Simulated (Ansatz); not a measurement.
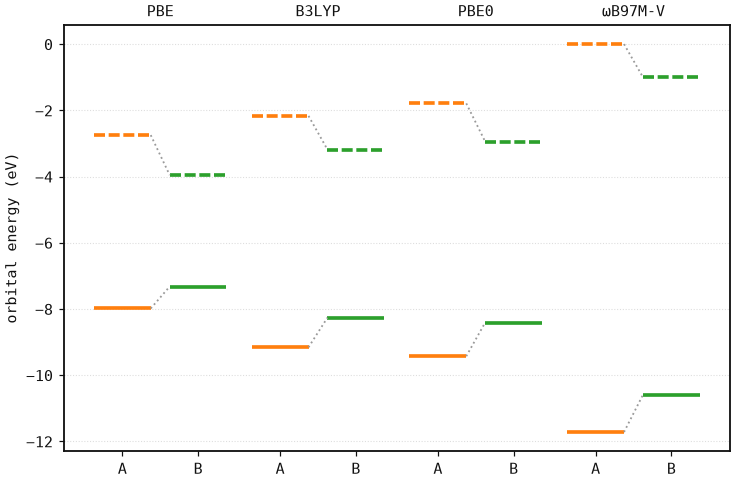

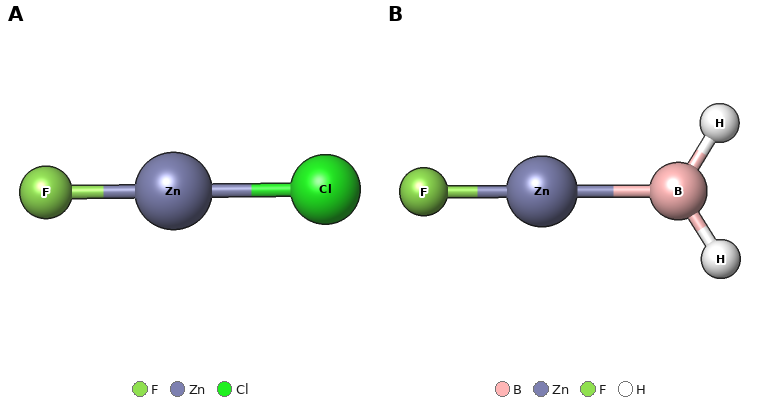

One change: A, ZnClF (SMILES [F][Zn][Cl]), becomes B, ZnBH₂F (SMILES [BH2][Zn][F]). Cl on Zn is replaced by BH₂. HOMO (solid) and LUMO (dashed) computed in def2-TZVPP at PBE0-D4/def2-TZVP geometries, both minima by their frequencies, gas phase, the Ansatz code. Empty levels above zero depend strongly on the basis.

What does the change do to HOMO and LUMO?

PBE: the HOMO rises by 0.66 eV, the LUMO falls by 1.21 eV, and the separation goes from 5.24 to 3.37 eV. B3LYP: the HOMO rises by 0.89 eV, the LUMO falls by 1.02 eV, and the separation goes from 6.99 to 5.08 eV. PBE0: the HOMO rises by 1.02 eV, the LUMO falls by 1.15 eV, and the separation goes from 7.64 to 5.47 eV. ωB97M-V: the HOMO rises by 1.13 eV, the LUMO falls by 1.00 eV, and the separation goes from 11.72 to 9.60 eV.

Do the functionals agree on the effect?

They agree on the direction for both levels; the HOMO shift lies between 0.66 and 1.13 eV and the LUMO shift between −1.21 and −1.00 eV, while the separations themselves differ by up to 6.5 eV between functionals.
